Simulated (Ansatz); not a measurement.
Consider C₄H₄O₂S (SMILES O=C=CSCC=O).

```xyz
11

C    -1.7735    0.1218   -1.5738
C    -1.6523    0.5118   -0.3029
C     0.1612   -1.0909    1.1537
C    -0.7940   -1.0674    2.3214
O    -1.8368   -0.2069   -2.6967
O    -1.8793   -1.6145    2.3209
S     0.0021    0.5603    0.3146
H    -2.5375    0.7766    0.2965
H     1.2212   -1.1328    1.4804
H    -0.0726   -1.9081    0.4445
H    -0.4528   -0.4175    3.1842
```

Geometry: PBE-D3(BJ)/def2-SVP.

Level of theory: Ansatz, isolated molecule in a Gaussian basis; Kohn-Sham density functional theory, functional PBE0.

> Predict the electron density and electron localisation function between the atoms.

C–O (1.17 Å): ρ at the midpoint is about 3.6 e/Å³; the ELF peaks at about 0.85 between the atoms (a short, multiple covalent bond).
C–C (1.33 Å): ρ is about 2.2 e/Å³ halfway; the ELF peaks at about 0.95 between the atoms (a multiple bond).
C–S (1.77 Å): ρ is about 1.3 e/Å³ halfway; the ELF peaks at about 0.90 between the atoms; a covalent bond.
C–H (1.10 Å): ρ is about 1.9 e/Å³ halfway; the ELF climbs to about 1 towards the hydrogen, as it does in any bond to H (an ordinary covalent bond to hydrogen).

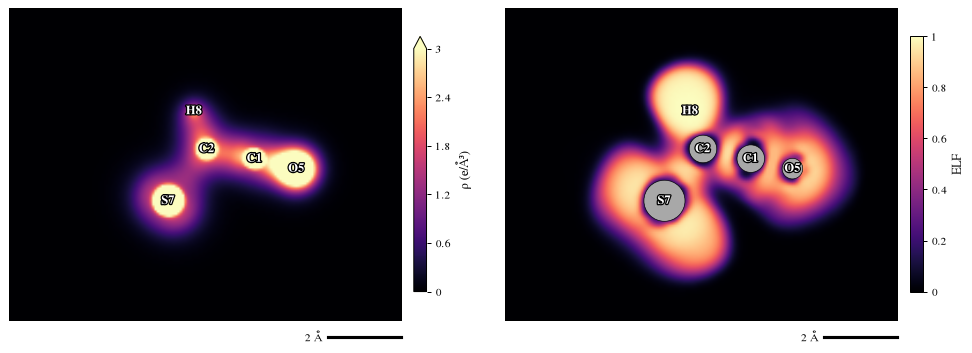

Computed electron density and electron localisation function on the plane of atoms C1, C2 and H8, in this order. Grey discs cover the atomic cores in the ELF map. 
